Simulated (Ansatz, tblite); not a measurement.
# Ga9N10 wurtzite ring sphere (Ga₉N₁₀H₂₆+): charged states by level of theory

What does removing or adding an electron cost or gain for Ga9N10 wurtzite ring sphere (Ga₉N₁₀H₂₆+)? Each charged state is run at several levels.

Method: as each input shows; program: Ansatz 0.2.0, Gaussian basis.

The runs, in order: charge +2 doublet, at the geometry of the singlet (PBE0-D4/def2-TZVP, PBE-D4/def2-TZVP, LDA/def2-TZVP); charge 0 doublet, at the geometry of the singlet (PBE0-D4/def2-TZVP, PBE-D4/def2-TZVP, LDA/def2-TZVP); the starting singlet's energies come from earlier runs.

## (1) The relaxed structure

The geometry is that of the singlet, from an earlier relaxation (r2SCAN-D4/def2-SVP).

45 atoms, charge 1, spin multiplicity 1.

Atoms are counted from 1 here; the program's logs count them from 0.

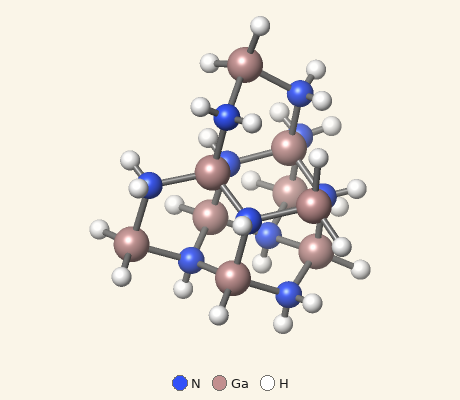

The geometry (nitrogen blue, gallium pink, hydrogen white).

The ion is computed in the gas phase, without counter-ions or solvent.

## (2) Charge +2 doublet at the fixed geometry, PBE0-D4/def2-TZVP

File in.yaml:

```yaml
crystal:
  periodic: [false, false, false]
  atoms:
    - {symbol: N, position_ang: [0.459153, -3.342704, -0.296085]}
    - {symbol: Ga, position_ang: [0.550192, -3.487656, 1.774512]}
    - {symbol: N, position_ang: [0.517566, -1.461345, -2.897235]}
    - {symbol: Ga, position_ang: [-1.177057, -0.679558, -3.706621]}
    - {symbol: Ga, position_ang: [0.557363, -1.511354, -0.928595]}
    - {symbol: N, position_ang: [-0.991610, -0.571757, -0.265072]}
    - {symbol: N, position_ang: [0.560324, -1.524642, 2.231429]}
    - {symbol: Ga, position_ang: [-1.126326, -0.649375, 1.739413]}
    - {symbol: N, position_ang: [-1.005927, 1.179044, -2.897629]}
    - {symbol: Ga, position_ang: [-1.028731, 1.239350, -0.929052]}
    - {symbol: N, position_ang: [-2.662576, 2.072728, -0.296800]}
    - {symbol: N, position_ang: [-1.039247, 1.248955, 2.231070]}
    - {symbol: Ga, position_ang: [-2.743678, 2.222678, 1.773853]}
    - {symbol: N, position_ang: [2.092979, -0.586355, -0.260883]}
    - {symbol: Ga, position_ang: [2.245440, -0.700706, 1.707389]}
    - {symbol: Ga, position_ang: [2.220323, 1.280074, -0.995291]}
    - {symbol: N, position_ang: [0.541033, 2.105036, -0.261341]}
    - {symbol: N, position_ang: [2.086606, 1.203724, 2.293173]}
    - {symbol: Ga, position_ang: [0.517877, 2.294783, 1.706851]}
    - {symbol: H, position_ang: [-0.401549, -3.809270, -0.597848]}
    - {symbol: H, position_ang: [1.220219, -3.924050, -0.659460]}
    - {symbol: H, position_ang: [-0.820226, -4.106039, 2.185964]}
    - {symbol: H, position_ang: [1.978569, -4.065086, 2.032625]}
    - {symbol: H, position_ang: [0.644750, -2.395581, -3.299178]}
    - {symbol: H, position_ang: [1.315976, -0.913987, -3.241163]}
    - {symbol: H, position_ang: [-2.363212, -1.364025, -2.942961]}
    - {symbol: H, position_ang: [-0.981638, -0.566985, -5.244760]}
    - {symbol: H, position_ang: [-1.825101, -1.052386, -0.624677]}
    - {symbol: H, position_ang: [0.558135, -1.563345, 3.259858]}
    - {symbol: H, position_ang: [-2.415059, -1.392658, 2.190562]}
    - {symbol: H, position_ang: [-1.751625, 1.756204, -3.299353]}
    - {symbol: H, position_ang: [-0.132923, 1.596668, -3.242236]}
    - {symbol: H, position_ang: [-3.497898, 1.562554, -0.599302]}
    - {symbol: H, position_ang: [-2.783294, 3.022962, -0.659728]}
    - {symbol: H, position_ang: [-1.073808, 1.266720, 3.259495]}
    - {symbol: H, position_ang: [-3.964954, 1.345037, 2.183747]}
    - {symbol: H, position_ang: [-2.529320, 3.748102, 2.033481]}
    - {symbol: H, position_ang: [2.940755, -1.042050, -0.620512]}
    - {symbol: H, position_ang: [3.571582, -1.339454, 2.206325]}
    - {symbol: H, position_ang: [1.998332, 1.151690, -2.562572]}
    - {symbol: H, position_ang: [3.469182, 2.000270, -0.390037]}
    - {symbol: H, position_ang: [0.571433, 3.066924, -0.621278]}
    - {symbol: H, position_ang: [2.127985, 1.227740, 3.318048]}
    - {symbol: H, position_ang: [2.941074, 1.696417, 2.006488]}
    - {symbol: H, position_ang: [0.628910, 3.762699, 2.205391]}
basis:
  gaussian: {orbitals: def2-TZVP, fitting: {mean_field: def2-universal-jkfit}}
total_charge: 2
magnetization: {spin_polarized: true, initial_magnetization: 1}
hamiltonian: {xc: pbe0, dispersion: d4}
scf: {omitted_lower_state_checks: [starts]}
output: {orbitals: {seedname: orbitals}}
```

Launch:

```bash
$ ansatz run in.yaml --threads 5 --pin off --events-out ev --progress --plain --max-ram 66560MiB --backend cuda --devices 0, --max-vram 37GiB
```

The program printed:

```text
Functional definition: PBE0
  name "PBE0"
  cite "Adamo & Barone, J. Chem. Phys. 110, 6158 (1999) doi:10.1063/1.478522"
  cite "Perdew, Burke & Ernzerhof, Phys. Rev. Lett. 77, 3865 (1996) doi:10.1103/PhysRevLett.77.3865"
  parent pbe
  parameter a = 0.25
  parameter kappa = 0.804
  parameter beta = 0.06672455060314922
  exchange = (1 - a)*pbe_x(kappa = kappa, mu = beta*pi^2/3) + a*exact_x
  correlation = pbe_c(beta = beta)
these checks for a lower state are left out or cut short: starts
3632 factors; integrals over basis functions are off by at most 5.8e-1 eV
mean field evaluation 1: about -486571.3517 eV, gradient 1.5e2 eV
mean field evaluation 2: about -486347.5103 eV, gradient 2.6e2 eV
mean field evaluation 4: about -486648.0330 eV, gradient 2.9e1 eV
mean field evaluation 8: about -486652.3554 eV, gradient 3.1e0 eV
mean field evaluation 16: about -486652.4799 eV, gradient 1.8e-1 eV
mean field evaluation 32: about -486652.4867 eV, gradient 3.2e-5 eV
mean field -486652.48673141 eV, -17884.1490224763 hartree, gradient 5.4e-6 eV, S^2 0.756727; 0 other end points of the search recorded, 0 dependent functions left out
reference -486652.48680120 eV, -17884.1490250410 hartree; 187, 186 occupied and 711, 712 virtual orbitals, 3632 factors
Total energy: -486655.09396564 eV, -17884.2448365670 hartree
Checks for a lower state left out: starts
```

It took 52 s on 1 × H100 (card shared with other runs) with 5 threads of AMD EPYC 7R13, shared host; peak host memory 1.7 GiB.

Report: HOMO -13.67 eV, LUMO -13.04 eV (over both spins); ⟨S²⟩ 0.757 (pure: 0.75).

## (3) Charge +2 doublet at the fixed geometry, PBE-D4/def2-TZVP

start.molden holds the orbitals of an earlier run on this state, given as this run's starting guess.

in.yaml, as its differences from that of step 2:

```diff
@@ -49,6 +49,6 @@
 basis:
-  gaussian: {orbitals: def2-TZVP, fitting: {mean_field: def2-universal-jkfit}}
+  gaussian: {orbitals: def2-TZVP, fitting: {mean_field: def2-universal-jkfit}, initial_orbitals: start.molden}
 total_charge: 2
 magnetization: {spin_polarized: true, initial_magnetization: 1}
-hamiltonian: {xc: pbe0, dispersion: d4}
+hamiltonian: {xc: pbe, dispersion: d4}
 scf: {omitted_lower_state_checks: [starts]}
```

Same command.

The program printed:

```text
Functional definition: PBE
  name "PBE"
  cite "Perdew, Burke & Ernzerhof, Phys. Rev. Lett. 77, 3865 (1996) doi:10.1103/PhysRevLett.77.3865"
  parent pbe
  parameter kappa = 0.804
  parameter beta = 0.06672455060314922
  exchange = pbe_x(kappa = kappa, mu = beta*pi^2/3)
  correlation = pbe_c(beta = beta)
these checks for a lower state are left out or cut short: starts
3632 factors; integrals over basis functions are off by at most 5.8e-1 eV
mean field evaluation 1: about -486640.8429 eV, gradient 1.9e1 eV
mean field evaluation 2: about -486641.6215 eV, gradient 8.3e-1 eV
mean field evaluation 4: about -486641.6531 eV, gradient 1.1e-1 eV
mean field evaluation 8: about -486641.6568 eV, gradient 1.1e-2 eV
mean field evaluation 16: about -486641.6568 eV, gradient 9.1e-5 eV
mean field -486641.65678305 eV, -17883.7510292149 hartree, gradient 1.9e-6 eV, S^2 0.751790; 0 other end points of the search recorded, 0 dependent functions left out
reference -486641.65687627 eV, -17883.7510326408 hartree; 187, 186 occupied and 711, 712 virtual orbitals, 3632 factors
Total energy: -486644.58545911 eV, -17883.8586560749 hartree
Checks for a lower state left out: starts
```

Run time: 35 s. Hardware: 1 × H100 (card shared with other runs) with 5 threads of AMD EPYC 7R13, shared host; peak host memory 1.6 GiB.

HOMO -12.66 eV, LUMO -12.74 eV (over both spins; with the spin held, an empty level of the minority spin lies below the top filled one); ⟨S²⟩ 0.752 (pure: 0.75).

## (4) Charge +2 doublet at the fixed geometry, LDA/def2-TZVP

in.yaml, as its differences from that of step 3:

```diff
@@ -52,3 +52,3 @@
 magnetization: {spin_polarized: true, initial_magnetization: 1}
-hamiltonian: {xc: pbe, dispersion: d4}
+hamiltonian: {xc: lda}
 scf: {omitted_lower_state_checks: [starts]}
```

Same command.

The program printed:

```text
Functional definition: SPW92
  name "SPW92"
  cite "Dirac, Proc. Camb. Phil. Soc. 26, 376 (1930) doi:10.1017/S0305004100016108"
  cite "Slater, Phys. Rev. 81, 385 (1951) doi:10.1103/PhysRev.81.385"
  cite "Perdew & Wang, Phys. Rev. B 45, 13244 (1992) doi:10.1103/PhysRevB.45.13244"
  exchange = slater_x
  correlation = pw_c
these checks for a lower state are left out or cut short: starts
3632 factors; integrals over basis functions are off by at most 5.8e-1 eV
mean field evaluation 1: about -485865.9967 eV, gradient 6.1e1 eV
mean field evaluation 2: about -485868.2733 eV, gradient 3.3e0 eV
mean field evaluation 4: about -485868.4166 eV, gradient 4.5e-1 eV
mean field evaluation 8: about -485868.4276 eV, gradient 1.4e-1 eV
mean field evaluation 16: about -485868.4281 eV, gradient 9.6e-5 eV
mean field -485868.42814495 eV, -17855.3354008778 hartree, gradient 3.0e-6 eV, S^2 0.751209; 0 other end points of the search recorded, 0 dependent functions left out
reference -485868.42823199 eV, -17855.3354040763 hartree; 187, 186 occupied and 711, 712 virtual orbitals, 3632 factors
Total energy: -485868.42823199 eV, -17855.3354040763 hartree
Checks for a lower state left out: starts
```

Run time: 30 s. Hardware: 1 × H100 (card shared with other runs) with 5 threads of AMD EPYC 7R13, shared host; peak host memory 1.5 GiB.

Report: HOMO -12.75 eV, LUMO -12.81 eV (over both spins; with the spin held, an empty level of the minority spin lies below the top filled one); ⟨S²⟩ 0.751 (pure: 0.75).

## (5) Vertical ionisation energy

Charged state less starting state, singlet to doublet; the starting state's energies are those of its earlier runs.

```tsv
level	vertical ionisation energy (eV)	time
LDA/def2-TZVP	+11.15	52 s
PBE-D4/def2-TZVP	+11.14	52 s
PBE0-D4/def2-TZVP	+11.87	75 s
```

Times add the two runs; a level without a time comes out of a correlated run.

Beside −ε(HOMO) of the starting state:

```tsv
level	−ε(HOMO) (eV)	by difference (eV)	mismatch (eV)
LDA/def2-TZVP	9.35	11.15	-1.80
PBE-D4/def2-TZVP	9.28	11.14	-1.86
PBE0-D4/def2-TZVP	10.52	11.87	-1.35
```

## (6) Charge 0 doublet at the fixed geometry, PBE0-D4/def2-TZVP

in.yaml, as its differences from that of step 4:

```diff
@@ -49,6 +49,5 @@
 basis:
-  gaussian: {orbitals: def2-TZVP, fitting: {mean_field: def2-universal-jkfit}, initial_orbitals: start.molden}
-total_charge: 2
+  gaussian: {orbitals: def2-TZVP, fitting: {mean_field: def2-universal-jkfit}}
 magnetization: {spin_polarized: true, initial_magnetization: 1}
-hamiltonian: {xc: lda}
+hamiltonian: {xc: pbe0, dispersion: d4}
 scf: {omitted_lower_state_checks: [starts]}
```

Launched as before.

The program printed, shortened:

```text
Functional definition: PBE0
  name "PBE0"
  cite "Adamo & Barone, J. Chem. Phys. 110, 6158 (1999) doi:10.1063/1.478522"
  cite "Perdew, Burke & Ernzerhof, Phys. Rev. Lett. 77, 3865 (1996) doi:10.1103/PhysRevLett.77.3865"
  parent pbe
[...]
3632 factors; integrals over basis functions are off by at most 5.8e-1 eV
[...]
mean field -486666.88818484 eV, -17884.6782661281 hartree, gradient 1.6e-6 eV, S^2 0.750629; 0 other end points of the search recorded, 0 dependent functions left out
reference -486666.88825807 eV, -17884.6782688194 hartree; 188, 187 occupied and 710, 711 virtual orbitals, 3632 factors
Total energy: -486669.62099242 eV, -17884.7786949542 hartree
Checks for a lower state left out: starts
```

It took 42 s on 1 × H100 (card shared with other runs) with 5 threads of AMD EPYC 7R13, shared host; peak host memory 1.6 GiB.

HOMO -1.55 eV, LUMO -0.90 eV (over both spins); ⟨S²⟩ 0.751 (pure: 0.75).

## (7) Charge 0 doublet at the fixed geometry, PBE-D4/def2-TZVP

in.yaml, as its differences from that of step 6:

```diff
@@ -49,5 +49,5 @@
 basis:
-  gaussian: {orbitals: def2-TZVP, fitting: {mean_field: def2-universal-jkfit}}
+  gaussian: {orbitals: def2-TZVP, fitting: {mean_field: def2-universal-jkfit}, initial_orbitals: start.molden}
 magnetization: {spin_polarized: true, initial_magnetization: 1}
-hamiltonian: {xc: pbe0, dispersion: d4}
+hamiltonian: {xc: pbe, dispersion: d4}
 scf: {omitted_lower_state_checks: [starts]}
```

Launched as before.

The program printed:

```text
Functional definition: PBE
  name "PBE"
  cite "Perdew, Burke & Ernzerhof, Phys. Rev. Lett. 77, 3865 (1996) doi:10.1103/PhysRevLett.77.3865"
  parent pbe
  parameter kappa = 0.804
  parameter beta = 0.06672455060314922
  exchange = pbe_x(kappa = kappa, mu = beta*pi^2/3)
  correlation = pbe_c(beta = beta)
these checks for a lower state are left out or cut short: starts
3632 factors; integrals over basis functions are off by at most 5.8e-1 eV
mean field evaluation 1: about -486654.9051 eV, gradient 2.0e1 eV
mean field evaluation 2: about -486655.6867 eV, gradient 8.8e-1 eV
mean field evaluation 4: about -486655.7019 eV, gradient 1.6e-1 eV
mean field evaluation 8: about -486655.7021 eV, gradient 2.1e-5 eV
mean field evaluation 16: about -486655.7021 eV, gradient 2.9e-6 eV
mean field -486655.70210741 eV, -17884.2671853646 hartree, gradient 2.9e-6 eV, S^2 0.750285; 0 other end points of the search recorded, 0 dependent functions left out
reference -486655.70220570 eV, -17884.2671889768 hartree; 188, 187 occupied and 710, 711 virtual orbitals, 3632 factors
Total energy: -486658.77129149 eV, -17884.3799757994 hartree
Checks for a lower state left out: starts
```

Run time: 29 s. Hardware: 1 × H100 (card shared with other runs) with 5 threads of AMD EPYC 7R13, shared host; peak host memory 1.6 GiB.

HOMO -1.48 eV, LUMO -1.48 eV (over both spins; with the spin held, an empty level of the minority spin lies below the top filled one); ⟨S²⟩ 0.750 (pure: 0.75).

## (8) Charge 0 doublet at the fixed geometry, LDA/def2-TZVP

in.yaml, as its differences from that of step 7:

```diff
@@ -51,3 +51,3 @@
 magnetization: {spin_polarized: true, initial_magnetization: 1}
-hamiltonian: {xc: pbe, dispersion: d4}
+hamiltonian: {xc: lda}
 scf: {omitted_lower_state_checks: [starts]}
```

Launched as before.

The program printed:

```text
Functional definition: SPW92
  name "SPW92"
  cite "Dirac, Proc. Camb. Phil. Soc. 26, 376 (1930) doi:10.1017/S0305004100016108"
  cite "Slater, Phys. Rev. 81, 385 (1951) doi:10.1103/PhysRev.81.385"
  cite "Perdew & Wang, Phys. Rev. B 45, 13244 (1992) doi:10.1103/PhysRevB.45.13244"
  exchange = slater_x
  correlation = pw_c
these checks for a lower state are left out or cut short: starts
3632 factors; integrals over basis functions are off by at most 5.8e-1 eV
mean field evaluation 1: about -485880.3876 eV, gradient 6.1e1 eV
mean field evaluation 2: about -485882.6785 eV, gradient 3.2e0 eV
mean field evaluation 4: about -485882.8003 eV, gradient 1.8e-1 eV
mean field evaluation 8: about -485882.8012 eV, gradient 6.3e-5 eV
mean field evaluation 16: about -485882.8012 eV, gradient 8.4e-6 eV
mean field -485882.80115662 eV, -17855.8635993144 hartree, gradient 8.4e-6 eV, S^2 0.750208; 0 other end points of the search recorded, 0 dependent functions left out
reference -485882.80124551 eV, -17855.8636025811 hartree; 188, 187 occupied and 710, 711 virtual orbitals, 3632 factors
Total energy: -485882.80124551 eV, -17855.8636025811 hartree
Checks for a lower state left out: starts
```

It took 26 s on 1 × H100 (card shared with other runs) with 5 threads of AMD EPYC 7R13, shared host; peak host memory 1.5 GiB.

Report: HOMO -1.74 eV, LUMO -1.78 eV (over both spins; with the spin held, an empty level of the minority spin lies below the top filled one); ⟨S²⟩ 0.750 (pure: 0.75).

## (9) Vertical electron affinity

Starting state less charged state (positive: the electron is bound), singlet to doublet; the starting state's energies are those of its earlier runs.

```tsv
level	vertical electron affinity (eV)	time
LDA/def2-TZVP	+3.22	48 s
PBE-D4/def2-TZVP	+3.05	46 s
PBE0-D4/def2-TZVP	+2.66	66 s
```

Times add the two runs; a level without a time comes out of a correlated run.

Beside −ε(LUMO) of the starting state:

```tsv
level	−ε(LUMO) (eV)	by difference (eV)	mismatch (eV)
LDA/def2-TZVP	4.72	3.22	+1.50
PBE-D4/def2-TZVP	4.50	3.05	+1.45
PBE0-D4/def2-TZVP	3.67	2.66	+1.01
```

## (10) Summary of results

| quantity | value |
| --- | --- |
| vertical ionisation energy, functionals in def2-TZVP | 11.14 (PBE-D4) to 11.87 eV (PBE0-D4) |
| vertical electron affinity, functionals in def2-TZVP | 2.66 (PBE0-D4) to 3.22 eV (LDA) |

The vertical ionisation energy spans 11.14 to 11.87 eV over the functionals. −ε(HOMO) misses the level's own difference by -1.35 eV at best (PBE0-D4) and -1.86 eV at worst (PBE-D4). The vertical electron affinity spans 2.66 to 3.22 eV over the functionals. −ε(LUMO) misses the level's own difference by +1.01 eV at best (PBE0-D4) and +1.50 eV at worst (LDA).
